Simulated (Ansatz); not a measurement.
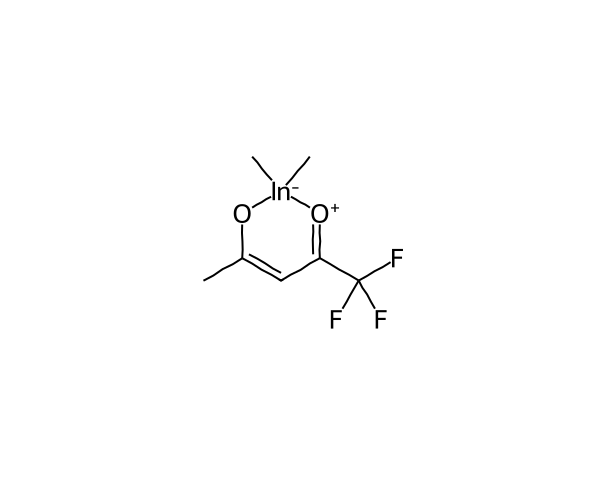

The picture comes from a calculation with Ansatz.

A structural formula.

Give its SMILES.

Answer. CC1=CC(C(F)(F)F)=[O+][In-]([CH3])([CH3])[O]1

What is the molecular formula?

Answer. C7H10F3InO2.
